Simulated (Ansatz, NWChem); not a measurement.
## Ligand exchange: HOI + SiH3(InH2) → SiH3(OH) + InH2I

Species: HOI (hypoiodous acid) `OI`, singlet; SiH3(InH2), singlet; SiH3(OH) (silanol), singlet; InH2I `[InH2][I]`, singlet. The partners trade I for SiH3: O–I and In–SiH3 bonds give way to O–SiH3 and In–I.

Shapes, held fixed at every level: PBE0-D4/def2-TZVP. Programs: Ansatz 0.2.0. Electronic energies: no zero-point or thermal term.

```json
{"level": "HF/def2-SVP", "kind": "Hartree–Fock", "ΔE (kJ/mol)": "-410.3", "less CCSD(T)/def2-TZVPP": "-49.1"}
{"level": "r2SCAN-D4/def2-TZVPP", "kind": "meta-GGA", "ΔE (kJ/mol)": "-359.2", "less CCSD(T)/def2-TZVPP": "+2.0"}
{"level": "BHLYP-D4/def2-TZVPP", "kind": "global hybrid", "ΔE (kJ/mol)": "-379.4", "less CCSD(T)/def2-TZVPP": "-18.2"}
{"level": "r2SCAN0-D4/def2-TZVPP", "kind": "global hybrid", "ΔE (kJ/mol)": "-374.1", "less CCSD(T)/def2-TZVPP": "-12.9"}
{"level": "wB97M-V/def2-TZVPP", "kind": "range-separated hybrid", "ΔE (kJ/mol)": "-359.9", "less CCSD(T)/def2-TZVPP": "+1.3"}
{"level": "wB97X-V/def2-TZVPP", "kind": "range-separated hybrid", "ΔE (kJ/mol)": "-357.2", "less CCSD(T)/def2-TZVPP": "+4.0"}
{"level": "CCSD(T)/def2-TZVPP", "kind": "coupled cluster or CI", "ΔE (kJ/mol)": "-361.2", "less CCSD(T)/def2-TZVPP": "0.0"}
```

The highest level, CCSD(T)/def2-TZVPP, gives ΔE = -361.2 kJ/mol; the levels span -410.3 to -357.2. The column of differences is taken from that level and isn't an error. No measured value is set beside it here. For atoms past krypton def2 sets carry core potentials with scalar relativity. Outer-core shells of I, In are correlated, in sets that cover them unevenly.

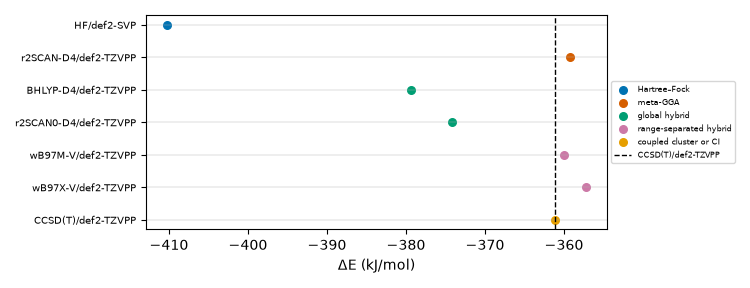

The values of the table, level by level.
